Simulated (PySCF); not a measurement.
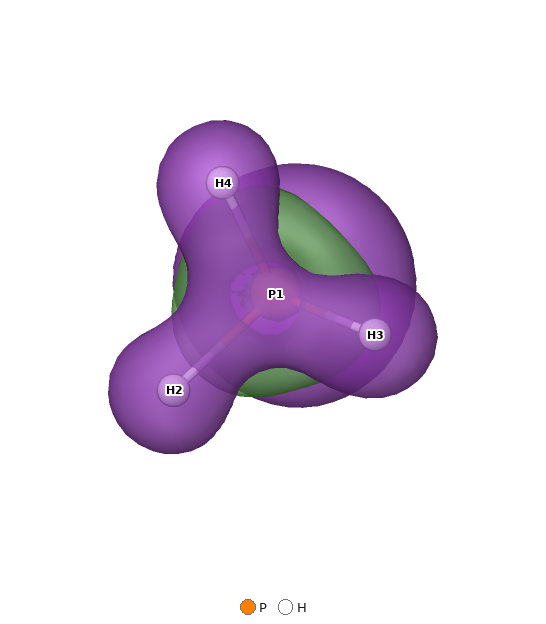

Figure. H$_{3}$P, SMILES `P`. Fukui function f⁻ = ρ(N) − ρ(N−1) at fixed geometry, surfaces at ±0.04 e/Å³ (purple positive, green negative).

Method: HF/6-31G*; geometry: GFN2-xTB; program: PySCF. No frequency check shows the geometry to be a minimum. GFN2-xTB bond lengths at metals and heavier atoms can be off by up to 0.1 Å and shapes distorted, which carries into these values.

Coordinates in Å:

```
P1      -0.0000    0.0000    0.1280
H2      -1.0996    0.3515   -0.6405
H3       0.8545    0.7766   -0.6401
H4       0.2456   -1.1281   -0.6402
```

### Which atoms respond most to the removal of an electron?

f⁻ (Hirshfeld-condensed) is largest on P1 (0.66); the vertical ionisation energy is 9.57 eV. Condensed values hint at sites of electrophilic attack but needn't mark the atom that reacts. Orbital relaxation makes it negative in places (0.12 e in all).

```csv
atom,f⁻,charge
P1,+0.66,+0.04
H2,+0.11,−0.01
H3,+0.11,−0.01
H4,+0.11,−0.01
```
